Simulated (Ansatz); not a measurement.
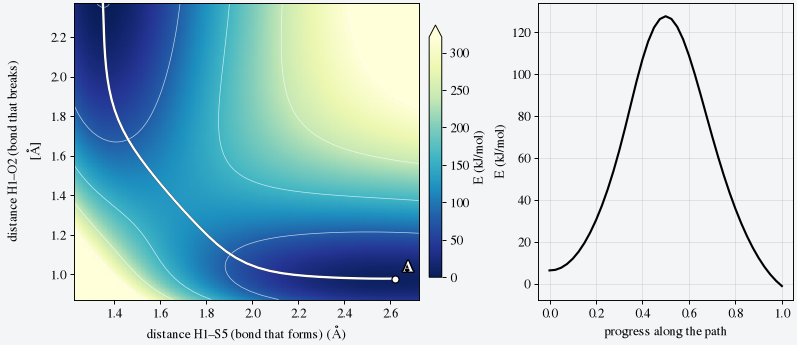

The reacting system CH₂OS (one molecule; an intramolecular 1,3-shift). The first coordinate is: distance H1–S5 (bond that forms); the second: distance H1–O2 (bond that breaks). Relaxed at each point: all other coordinates. Grid: 13 × 13 points. Points are written as (first, second). Energies are in kJ/mol, from the lowest grid point. The reference is spin-restricted, so regions where a bond is pulled apart into radicals lie too high. All numbers below come from RKS B3LYP-D4/def2-SVP (Ansatz 0.2.0).

The picture shows a smooth colour map with a few white contour lines, a line along the lowest path, one colour for all values above the top of the scale, the energy along the path at the right, the start A. Between grid points the surface is interpolated.

### Describe the path and its barrier.

The easiest path runs from the side where the first distance is long, about (2.62 Å, 0.98 Å), to the side where the second distance is long, about (1.35 Å, 2.37 Å). Its highest point, at about (1.67 Å, 1.36 Å), lies about 121 kJ/mol above the start and 129 kJ/mol above the end on the interpolated surface. An end on the edge of the scan is no minimum, so the barrier from there is a lower bound.
